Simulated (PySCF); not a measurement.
# C₅H₉ClO: magnetic properties

Aim: compute the magnetic properties of C₅H₉ClO (`CC[C@H](C)C(=O)Cl`).

Programs: PySCF 2.14.0, with routines of our own; each step states its level. All values are computed. Atoms count from 0.

## (1) The system as given

16 atoms, charge 0, multiplicity 1; geometry from: GFN2-xTB.

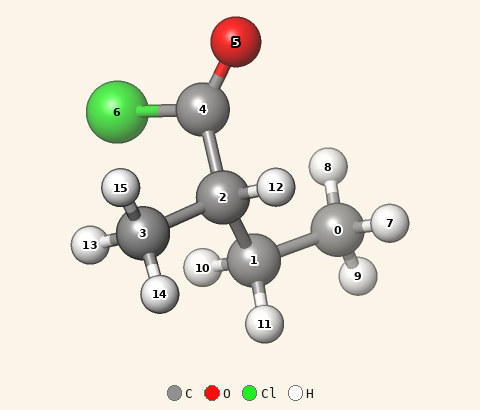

The starting geometry (carbon grey, oxygen red, chlorine green, hydrogen white).

## (2) Magnetic properties: GIAO wB97X-D/pcSseg-1

Job settings and geometry (Å):

```
{"job": {"kind": "mag", "xc": "wB97X-D", "basis": "pcSseg-1", "isotopologues": 2}, "charge": 0, "multiplicity": 1}
C      1.894625     0.690232    -0.178668
C      0.756930    -0.240508    -0.579932
C     -0.376687    -0.250304     0.455014
C     -1.452544    -1.275033     0.087086
C     -0.991838     1.110378     0.591579
O     -1.039381     1.795586     1.556769
Cl    -1.733131     1.690061    -0.910744
H      2.317556     0.392744     0.778536
H      1.542488     1.715521    -0.090915
H      2.683419     0.662752    -0.926578
H      0.355904     0.063541    -1.547685
H      1.135941    -1.259649    -0.676605
H      0.038842    -0.494925     1.439054
H     -1.862184    -1.060480    -0.896474
H     -1.016077    -2.270459     0.074407
H     -2.261463    -1.260511     0.813745
```

Method: GIAO wB97X-D/pcSseg-1 magnetisability, rotational g tensor and spin-rotation constants, non-relativistic, gas phase.

Started as:

```bash
OMP_NUM_THREADS=1 python excited_run.py task.json out
```

One launch serves the whole session: the jobs run in the order shown.

Log:

```text
coarse grid: 13720 points
cycle   1  E = -731.0254063451  dE =  1.088e+00  |g| = 8.872e-01  |ddm| = 3.382e+00
cycle   2  E = -730.8118510784  dE =  2.136e-01  |g| = 1.464e+00  |ddm| = 1.489e+00
cycle   3  E = -731.1874151082  dE = -3.756e-01  |g| = 9.728e-02  |ddm| = 9.578e-01
cycle   4  E = -731.1893512456  dE = -1.936e-03  |g| = 5.047e-02  |ddm| = 1.326e-01
cycle   5  E = -731.1898737103  dE = -5.225e-04  |g| = 9.535e-03  |ddm| = 4.910e-02
cycle   6  E = -731.1899007831  dE = -2.707e-05  |g| = 3.371e-03  |ddm| = 1.325e-02
cycle   7  E = -731.1899051344  dE = -4.351e-06  |g| = 9.456e-04  |ddm| = 6.367e-03
final grid: 127344 points
cycle   8  E = -731.2471688981  dE = -2.277e-04  |g| = 6.064e-03  |ddm| = 4.464e-02
cycle   9  E = -731.2471724177  dE = -3.520e-06  |g| = 5.724e-03  |ddm| = 1.364e-02
cycle  10  E = -731.2471789340  dE = -6.516e-06  |g| = 1.127e-03  |ddm| = 5.255e-03
cycle  11  E = -731.2471790891  dE = -1.551e-07  |g| = 7.157e-04  |ddm| = 1.485e-03
cycle  12  E = -731.2471791889  dE = -9.982e-08  |g| = 1.246e-04  |ddm| = 5.654e-04
cycle  13  E = -731.2471791931  dE = -4.260e-09  |g| = 3.597e-05  |ddm| = 1.889e-04
cycle  14  E = -731.2471791937  dE = -5.114e-10  |g| = 8.621e-06  |ddm| = 7.011e-05
converged SCF energy = -731.2471791937

Magnetisability tensor (1e-30 J/T^2)
    -1345.05      -62.37       -6.99
      -62.37    -1250.56       60.52
       -6.99       60.52    -1201.67
isotropic -1265.76   principal values   -1378.78  -1266.99  -1151.51
isotropic susceptibility -76.226 1e-6 cm^3/mol

Inertial axes            a          b          c
rot. const./GHz      2.4567     1.6684     1.5064
chi total           -76.192    -80.120    -72.365
chi diamagnetic    -601.939   -803.975   -913.085
chi paramagnetic    525.747    723.855    840.720
quadrupole/D A        0.734      2.259     -2.993
g nuclear            0.5897     0.5581     0.5833
g electronic        -0.6068    -0.5674    -0.5950
g total             -0.0171    -0.0092    -0.0116

Spin-rotation constants (kHz, H = +C I.J)
atom  isotope        aa         bb         cc
  6   35Cl        0.845      0.722      0.414
  7     1H       -0.188     -0.189     -0.026
  8     1H       -0.077     -0.091     -0.180
  9     1H       -0.149     -0.163     -0.065
 10     1H       -0.188     -0.202      0.012
 11     1H       -0.055     -0.108     -0.170
 12     1H       -0.170     -0.199      0.003
 13     1H       -0.222     -0.167     -0.009
 14     1H       -0.051     -0.108     -0.182
 15     1H       -0.159     -0.143     -0.079
  0    13C*       0.353      0.217      0.202
  1    13C*       0.396      0.278      0.240
  2    13C*       0.424      0.350      0.315
  3    13C*       0.371      0.220      0.234
  4    13C*       1.090      0.529      0.665
  5    17O*      -1.297     -0.621     -1.128
* in the singly substituted isotopologue

Isotopologues: g along a, b, c
2H    at 7,8,9,10,11,12    -0.0143    -0.0088    -0.0103
13C   at 0                 -0.0167    -0.0093    -0.0115
```

Run time: 59 s. Hardware: 1 thread of Arm Neoverse N1, shared host; peak memory 0.95 GiB.

In short:

| quantity | value |
| --- | --- |
| magnetisability | -1266·10⁻³⁰ J/T² |
| molar susceptibility | -76.2·10⁻⁶ cm³/mol |
| rotational g (a, b, c) | -0.0171, -0.0092, -0.0116 |

## (3) Magnetic properties: GIAO HSE06/pcSseg-0 in tetrahydrofuran

The job, as its differences from that of step 2:

```diff
@@ -1,2 +1,2 @@
-{"job": {"kind": "mag", "xc": "wB97X-D", "basis": "pcSseg-1", "isotopologues": 2}, "charge": 0, "multiplicity": 1}
+{"job": {"kind": "mag", "xc": "HSE06", "basis": "pcSseg-0", "scf": {"conv": 1e-07}, "solvent": "tetrahydrofuran"}, "charge": 0, "multiplicity": 1}
 C      1.894625     0.690232    -0.178668
```

Method: GIAO HSE06/pcSseg-0 magnetisability, non-relativistic, IEF-PCM tetrahydrofuran.

Log:

```text
final grid: 127344 points
cycle   1  E = -729.6777853289  dE =  7.389e-01  |g| = 7.874e-01  |ddm| = 3.934e+00
cycle   2  E = -729.1730550878  dE =  5.047e-01  |g| = 1.803e+00  |ddm| = 2.845e+00
cycle   3  E = -729.8042331952  dE = -6.312e-01  |g| = 1.903e-01  |ddm| = 2.129e+00
cycle   4  E = -729.8128679266  dE = -8.635e-03  |g| = 5.856e-02  |ddm| = 3.199e-01
cycle   5  E = -729.8135588311  dE = -6.909e-04  |g| = 1.215e-02  |ddm| = 7.432e-02
cycle   6  E = -729.8135927552  dE = -3.392e-05  |g| = 3.743e-03  |ddm| = 1.791e-02
cycle   7  E = -729.8135961336  dE = -3.378e-06  |g| = 1.008e-03  |ddm| = 6.030e-03
cycle   8  E = -729.8135962590  dE = -1.254e-07  |g| = 1.017e-04  |ddm| = 1.572e-03
cycle   9  E = -729.8135962606  dE = -1.603e-09  |g| = 6.464e-05  |ddm| = 1.995e-04
converged SCF energy = -729.8135962606

Magnetisability tensor (1e-30 J/T^2)
    -1392.39      -65.08       -5.29
      -65.08    -1293.59       65.26
       -5.29       65.26    -1228.54
isotropic -1304.84   principal values   -1428.02  -1306.09  -1180.41
isotropic susceptibility -78.579 1e-6 cm^3/mol

Inertial axes            a          b          c
rot. const./GHz      2.4567     1.6684     1.5064
chi total           -78.826    -82.914    -73.998
chi diamagnetic    -602.989   -805.329   -913.578
chi paramagnetic    524.163    722.415    839.581
quadrupole/D A        0.878      2.918     -3.796
```

It took 25 s on 1 thread of Arm Neoverse N1, shared host; peak memory 0.67 GiB.

Key values:

```
            quantity               value
     magnetisability    -1305·10⁻³⁰ J/T²
molar susceptibility  -78.6·10⁻⁶ cm³/mol
```

## (4) Results

| quantity | value |
| --- | --- |
| magnetisability (step 2, GIAO wB97X-D/pcSseg-1) | -1266·10⁻³⁰ J/T² |
| molar susceptibility (step 2, GIAO wB97X-D/pcSseg-1) | -76.2·10⁻⁶ cm³/mol |
| rotational g (a, b, c) (step 2, GIAO wB97X-D/pcSseg-1) | -0.0171, -0.0092, -0.0116 |

What this shows: The values above hold for this geometry and these levels alone. Vibrational averaging and real surroundings are missing from these values.
